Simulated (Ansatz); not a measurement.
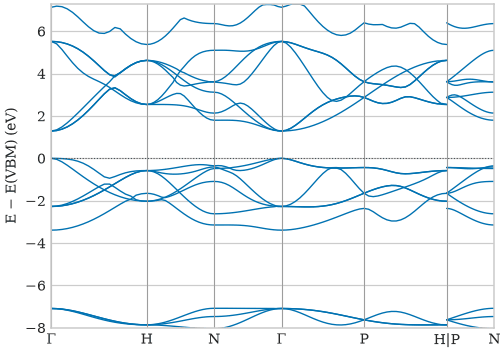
Fig. 1. Band structure from r²SCAN+D4 (plane waves, PAW; program Ansatz)

Q: Read off the gap and where the band edges lie.

A: About 1.3 eV (1.29 eV by a search for the band edges); maximum at Γ, minimum at Γ.

The material is Sb in space group I-43m (No. 217; Sb on 8c).

The start of the workflow was typed in or built on a structure type; neither database checked (COD, Materials Project) lists it. It is not the phase usual at ambient conditions (space group No. 166). The cell was relaxed with r²SCAN+D4 under the symmetry of its start; whether a distortion lowers the energy is not shown. The volume moved by 16 % from the start of the relaxation. Scalar-relativistic: spin–orbit coupling is off unless named, which matters more the heavier the elements.

Potentials: the later of the program's two PAW sets.
